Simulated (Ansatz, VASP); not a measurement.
# Ag12CO (Ag(111)) in two plane-wave programs, part 2 of 2

Aim: how closely do two programs agree when they are given the same cell, functional and k mesh?  The structure shown is the end of the VASP relaxation below.

VASP 6.6.1 and Ansatz 0.2.0.

So far: Set-up; VASP: relaxation, PBE.

## Step 3: Ansatz: single point, PBE

Level of this step: Ansatz beside VASP: Kohn-Sham DFT, plane waves, PBE (Ansatz).

Ansatz runs on its default PAW (the set named soft_2) files.

The same cell, functional, mesh and smearing now go to Ansatz, which takes its cutoff from its data sets.

File input.yaml:

```yaml
crystal:
  lattice:
    - [5.86246235, 0.0, 0.0]
    - [2.93123118, 5.07704133, 0.0]
    - [0.0, 0.0, 19.78668047]
  atoms:
    - { symbol: Ag, position: [0.16666667, 0.16666667, 0.37904286] }
    - { symbol: Ag, position: [0.66666667, 0.16666667, 0.37904286] }
    - { symbol: Ag, position: [0.16666667, 0.66666667, 0.37904286] }
    - { symbol: Ag, position: [0.66666667, 0.66666667, 0.37904286] }
    - { symbol: Ag, position: [0.83432959, 0.3313408, 0.49769222] }
    - { symbol: Ag, position: [0.33333333, 0.33333333, 0.49690642] }
    - { symbol: Ag, position: [0.83432959, 0.83432959, 0.49769222] }
    - { symbol: Ag, position: [0.3313408, 0.83432959, 0.49769222] }
    - { symbol: Ag, position: [0.0, 0.0, 0.61721593] }
    - { symbol: Ag, position: [0.49953181, 0.00093639, 0.61479312] }
    - { symbol: Ag, position: [0.00093639, 0.49953181, 0.61479312] }
    - { symbol: Ag, position: [0.49953181, 0.49953181, 0.61479312] }
    - { symbol: C, position: [0.0, 0.0, 0.723907] }
    - { symbol: O, position: [0.0, 0.0, 0.78216617] }
hamiltonian:
  xc: pbe
  pseudopotentials: { kind: paw }
kpoints:
  mp_grid: { grid: [6, 6, 1] }
scf:
  occupations: { method: methfessel_paxton, width: 0.15 }
  n_extra_bands: 7
efield:
  axis: 3
  dipole_correction: true
  ramp_width: 0.04
output:
  forces: true
  eigenvalues: true
```

Launch:

```
$ ansatz run input.yaml --threads 4 --pin off --max-ram 9216MiB --backend cpu --events-out ev --progress --plain --runs-dir out
```

Numbers of over 12 decimals in the logs are rounded to 6 here.

The program printed:

```text
scf.n_extra_bands = 7 over 119 filled bands (N_el = 238.0): the run solves 126 bands
Engine: ansatz 0.2.0, aarch64-unknown-linux-gnu
Pseudopotentials: kind: paw
Pseudopotential: Ag, paw, valence charge 19, recommended cutoff 420 eV (normal), Ag.paw.azcp
Pseudopotential: C, paw, valence charge 4, recommended cutoff 420 eV (normal), C.paw.azcp
Pseudopotential: O, paw, valence charge 6, recommended cutoff 420 eV (normal), O.paw.azcp
Functional definition: PBE
  parameter kappa = 0.804
  parameter beta = 0.066725
  exchange = pbe_x(kappa = kappa, mu = beta*pi^2/3)
  correlation = pbe_c(beta = beta)
Crystal: 14 atoms, lattice volume = 588.930 Å³
Basis set: ecut = 420 eV, 11455 PW (Γ), exchange–correlation on 80×80×270 points (8 copies of the dense FFT grid, shifted against one another)
Bands: 126, of which v1, the nominal top of the filled ones, is band 119 counted from 1 (118 counted from 0)
Symmetry: 6 space group operations
Space group: P3m1 (ITA 156), of the structure as read, at distance tolerance 8.4e-5 Å
k-points: 7 of 36 (time reversal used)
Non-local potential: Ag, projectors of the file, l = 0: 3, l = 1: 2, l = 2: 2, l = 3: 1
Non-local potential: C, projectors of the file, l = 0: 2, l = 1: 2, l = 2: 1
Non-local potential: O, projectors of the file, l = 0: 2, l = 1: 2, l = 2: 1
PAW form: soft (Blöchl's): semilocal exchange-correlation on the pseudo side does not see the compensation charge
PAW one-centre angular grid: Ag, 590 points (default); XC on 64 Gauss nodes
PAW one-centre angular grid: C, 110 points (default); XC on 64 Gauss nodes
PAW one-centre angular grid: O, 110 points (default); XC on 64 Gauss nodes
Initial density: superposition of atomic densities (neutral atoms: chi_scale 0, normalization atom), corrected by the library's trained network
Initial wavefunctions: pseudopotential atomic-orbital guess
Functional: x = pbe(κ = 0.804, μ = 0.219515), c = pbe(β = 0.066725)
SCF iter   1: F=—  HF=-91900.507926 eV  |F-HF|=—  |Δ(HF+E_count)|=         —  Δρ=2.80e-3  dr2=2.73e-1  ethr=1.77e-3  p=-0.085 e·Å  D=-2.61e-2 V/Å  ΔV_dip=0.52 eV  dr2_dipole=1.47e-2  V_vac-E_F(+/−)=5.03/4.52 eV  ⟨swp⟩=6.0  Hψ=3429  notcnv=0
efield: sawtooth ramp at fractional position 0.0606 (placed from the atoms, in the widest stretch of the axis that holds none; the zero of the levels goes with the place), width 0.0400; the density the first Hamiltonian is built on has a dipole p = -0.085 e·Å; the dipole correction subtracts the counter field D = -2.61e-2 V/Å, which shifts the + side's vacuum level by +0.52 eV against the − side's; the planar-averaged density in the ramp window peaks in size at 1.4e-4 e/Å³
preconditioner: auto → LDOS  [metal: Δε(μ)=0.084 eV  Ē_g=6.179 eV  σ=0.150 eV  W_gap=0.43  n_scr=134 (ndim 8)  ℏωp=18.2 eV  f_vac=0.558  D(μ)=6.32/eV (n_scr^D=38)  β→1.0]
SCF iter   2: F=—  HF=-91900.493240 eV  |F-HF|=—  |Δ(HF+E_count)|=   1.47e-2  S|Δr|=    0.00e0  Δρ=1.86e-3  dr2=3.57e-2  ethr=1.15e-4  p=0.038 e·Å  D=1.17e-2 V/Å  ΔV_dip=-0.23 eV  dr2_dipole=9.49e-3  V_vac-E_F(+/−)=4.26/4.50 eV  ⟨swp⟩=2.0  Hψ=1604  notcnv=0
SCF iter   3: F=—  HF=-91900.493184 eV  |F-HF|=—  |Δ(HF+E_count)|=   5.58e-5  S|Δr|=    0.00e0  Δρ=1.87e-3  dr2=2.35e-2  ethr=1.50e-5  p=0.025 e·Å  D=7.72e-3 V/Å  ΔV_dip=-0.15 eV  dr2_dipole=1.84e-3  V_vac-E_F(+/−)=4.33/4.48 eV  ⟨swp⟩=2.0  Hψ=1706  notcnv=0
SCF iter   4: F=—  HF=-91900.488513 eV  |F-HF|=—  |Δ(HF+E_count)|=   4.67e-3  S|Δr|=    0.00e0  Δρ=4.43e-4  dr2=1.99e-3  ethr=9.88e-6  p=0.029 e·Å  D=8.98e-3 V/Å  ΔV_dip=-0.18 eV  dr2_dipole=6.01e-4  V_vac-E_F(+/−)=4.29/4.47 eV  ⟨swp⟩=2.0  Hψ=1706  notcnv=0
SCF iter   5: F=—  HF=-91900.488286 eV  |F-HF|=—  |Δ(HF+E_count)|=   2.27e-4  S|Δr|=    0.00e0  Δρ=1.16e-4  dr2=1.25e-4  ethr=8.34e-7  p=0.026 e·Å  D=8.05e-3 V/Å  ΔV_dip=-0.16 eV  dr2_dipole=5.07e-5  V_vac-E_F(+/−)=4.30/4.46 eV  ⟨swp⟩=2.0  Hψ=1707  notcnv=0
SCF iter   6: F=—  HF=-91900.488291 eV  |F-HF|=—  |Δ(HF+E_count)|=   5.12e-6  S|Δr|=    0.00e0  Δρ=4.19e-5  dr2=2.16e-5  ethr=5.24e-8  p=0.024 e·Å  D=7.41e-3 V/Å  ΔV_dip=-0.15 eV  dr2_dipole=6.01e-6  V_vac-E_F(+/−)=4.31/4.45 eV  ⟨swp⟩=2.0  Hψ=1627  notcnv=0
SCF iter   7: F=—  HF=-91900.488688 eV  |F-HF|=—  |Δ(HF+E_count)|=   3.97e-4  S|Δr|=    0.00e0  Δρ=2.01e-5  dr2=3.80e-6  ethr=9.09e-9  p=0.023 e·Å  D=7.15e-3 V/Å  ΔV_dip=-0.14 eV  dr2_dipole=3.08e-7  V_vac-E_F(+/−)=4.31/4.45 eV  ⟨swp⟩=2.0  Hψ=1371  notcnv=0
SCF iter   8: F=—  HF=-91900.488688 eV  |F-HF|=—  |Δ(HF+E_count)|=   2.06e-8  S|Δr|=    0.00e0  Δρ=8.52e-6  dr2=5.33e-7  ethr=1.60e-9  p=0.023 e·Å  D=7.08e-3 V/Å  ΔV_dip=-0.14 eV  dr2_dipole=2.45e-8  V_vac-E_F(+/−)=4.31/4.45 eV  ⟨swp⟩=2.0  Hψ=1361  notcnv=0
SCF iter   9: F=-91900.488688 eV  HF=-91900.488688 eV  |F-HF|=3.44e-8  |Δ(HF+E_count)|=   1.89e-7  S|Δr|=    0.00e0  Δρ=3.57e-6  dr2=8.46e-8  ethr=4.20e-11  p=0.023 e·Å  D=7.07e-3 V/Å  ΔV_dip=-0.14 eV  dr2_dipole=1.18e-9  V_vac-E_F(+/−)=4.31/4.45 eV  ⟨swp⟩=9.9  Hψ=4027  notcnv=0
WARN: efield: at this solve's end the planar-averaged density reaches 1.45e-5 e/Å³ inside the ramp window [0.0101, 0.1511] (bound 1e-5 e/Å³); the window's nearer edge stands 4.51 Å from this solve's nearest atom along the axis. Its work functions, free energy, forces, stress, dipole, levels and responses can be off, and this figure does not tell by how much. A short vacuum, a low `basis.ecutwfc` or `basis.ecutrho_ratio` and negative occupations (`scf.occupations.method`) can put density there. See the manual's quickstart, § The vacuum guard
SCF 1 converged in 9 iterations: F = -91900.488688 eV  dr2 = 8.46e-8
  greatest PAW one-centre occupation: 1.000 electrons in one spin orbital (limit 2), on the Ag atom at site 8 (counted from 0), in its partial waves of l = 0
SCF converged after 9 iterations
Stability not checked: this state was not tested for a lower state beside it, because cold or Methfessel-Paxton smearing, or corrected tetrahedra, fill the levels in a way that the test cannot read (fill_not_monotonic; see scf.lower_state_search)
Free energy (F): -91900.488688 eV
Harris-Foulkes:  -91900.488688 eV  (|F-HF|=3.44e-8)
Internal energy: -91900.480937 eV  (E = F + TS)
E sigma→0 (E₀):  -91900.486750 eV
Entropy (-TS):   -0.007751 eV (-0.554 meV/atom)
Fermi energy:    3.583144 eV
Dipole field:    D = 0.007043 V/Å  (p = 0.022921 e·Å, saw-weighted, corrected)
Work function:   Φ+ = 4.3107 eV   Φ− = 4.4500 eV
Levels:          The Fermi level and band energies are counted from a zero that moves with the ramp; work functions are not
Vacuum region:   at the solve's end the planar-averaged density reaches 1.45e-5 e/Å³ inside the ramp window [0.0101, 0.1511] (bound 1e-5 e/Å³)
--- Per-component energies (eV) ---
  E_band       = -5979.012895
  E_kinetic    = 6579.456582
  E_local      = -251623.832684  (includes V_loc(G=0)·N_el)
  E_nonlocal   = 1040.053555
  E_hartree    = 122983.714985
  E_xc         = -2330.608586
  E_vxc        = -2958.786243  (∫ρ·V_xc dr)
  E_paw        = -47084.178762  (= ΣΔE_a)
  E_vpaw       = -4985.793622  (= ΣTr[D̂ρ^β])
  E_aug_tail   = 0.006335  (compensation charges beyond the density's cutoff)
  E_efield     = 0.000081  (sawtooth field / dipole correction)
  E_vefield    = 2.398108  (∫n·V_field dr)
  E_ewald      = 78534.907557
  E_smearing   = -0.007751  (= −TS)
  E_closure    = 0.000000  (closes the sum)
  Σ components = -91900.488688   (vs F -91900.488688, Δ=0.00e0)
--- Forces (eV/Å), atoms counted from 1 ---
  atom   1  Ag    -0.02505584    -0.01446600    -0.07297075
  atom   2  Ag     0.02505584    -0.01446600    -0.07297075
  atom   3  Ag     0.00000000     0.02893199    -0.07297075
  atom   4  Ag     0.00000000    -0.00000000     0.07309406
  atom   5  Ag    -0.00000000    -0.02450964     0.00359969
  atom   6  Ag     0.00000000    -0.00000000     0.00857357
  atom   7  Ag     0.02122597     0.01225482     0.00359969
  atom   8  Ag    -0.02122597     0.01225482     0.00359969
  atom   9  Ag    -0.00000000     0.00000000     0.03806762
  atom  10  Ag    -0.00000000    -0.00845542     0.01701954
  atom  11  Ag    -0.00732261     0.00422771     0.01701954
  atom  12  Ag     0.00732261     0.00422771     0.01701954
  atom  13  C     -0.00000000     0.00000000     0.84983897
  atom  14  O      0.00000000    -0.00000000    -0.81248919
  max |Σ_I F_I| component: 3.05e-5 eV/Å
--- Band table (eV; the first three rows and the last of 7) ---
  k-point 0: bands = [... 115 lower, 2.8441, 3.6924, 3.6924, 3.9183, 4.4392, 4.4392, 4.5867, 4.8036, ... 3 higher]
  k-point 1: bands = [... 115 lower, 2.4017, 2.9721, 3.5064, 3.5876, 3.6765, 4.3470, 4.5368, 4.9788, ... 3 higher]
  k-point 2: bands = [... 115 lower, 1.1680, 2.3410, 3.3373, 3.3395, 3.5271, 4.3278, 4.6971, 4.7580, ... 3 higher]
  k-point 6: bands = [... 115 lower, 0.8485, 1.8182, 1.8295, 2.3976, 4.2025, 4.2100, 5.2613, 5.5027, ... 3 higher]
```

Elapsed: 14 s, on 4 threads of Arm Neoverse V1, shared host; peak memory 1.7 GiB.

## Step 4: Comparison

Known differences besides the PAW data sets themselves: the data sets hold 238 valence electrons in Ansatz (default PAW (the set named soft_2) files) and 142 in VASP; the cutoff is 420 eV in Ansatz and 440 eV in VASP (PREC = Normal, projectors in real space). Total energies have different zeros and are not compared.

Forces on 10 of the 14 atoms, picked by the larger force of the two programs (eV/Å; atoms numbered as in POSCAR):

```
atom          Ansatz x, y, z            VASP x, y, z
 Ag1  -0.025, -0.014, -0.073  -0.025, -0.014, -0.056
 Ag2   0.025, -0.014, -0.073   0.025, -0.014, -0.056
 Ag3    0.000, 0.029, -0.073    0.000, 0.029, -0.056
 Ag4     0.000, 0.000, 0.073     0.000, 0.000, 0.089
 Ag5    0.000, -0.025, 0.004    0.000, -0.009, 0.004
 Ag7     0.021, 0.012, 0.004     0.008, 0.004, 0.004
 Ag8    -0.021, 0.012, 0.004    -0.008, 0.004, 0.004
 Ag9     0.000, 0.000, 0.038     0.000, 0.000, 0.008
 C13     0.000, 0.000, 0.850     0.000, 0.000, 0.015
 O14    0.000, 0.000, -0.812     0.000, 0.000, 0.017
```

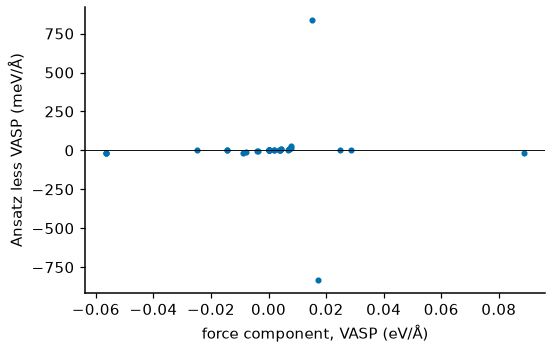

Difference of the force components against their size.

The forces differ by 182 meV/Å r.m.s., which is 812.1 % of the r.m.s. force of 0.02 eV/Å (both taken over all components, held atoms included).

## Step 5: Further runs

The difference is large enough to ask for its cause, so further runs change the set-up of one program at a time, as the table lists.

```
                                        run  r.m.s. force difference (meV/Å)
                                   as above                              182
    Ansatz's larger PAW set (cutoff 900 eV)                              184
norm-conserving potentials (cutoff 1240 eV)                              187
```

## Step 6: What came out

| Property | Result |
| --- | --- |
| r.m.s. force difference (single point, PBE) | 182 meV/Å |

In words: The r.m.s. force difference is 182 meV/Å (single point, PBE), beyond the 12 meV/Å picked in this series as the mark of a large difference. For single point, PBE: no further run halves the r.m.s. force difference; only Ansatz's side was varied, and Ansatz's runs with other potentials lie closer to each other than to VASP, which for this quantity points to VASP's side; this was not tested here. Differences of this kind measure data sets and numerical settings, not the functional's error against experiment.

[Lines on the potential files, build, host, timing and source positions are cut from VASP's logs without a mark.]

[Logs are printed without paths, hosts, clocks, repeated set-up lines and the standing remarks that a program may print on its own settings, such as how far it seeks lower states.]

[Hosts, paths, dates, database ids (printed as entryN), source tags and the programs' standing remarks are cut or masked in the printed files.]
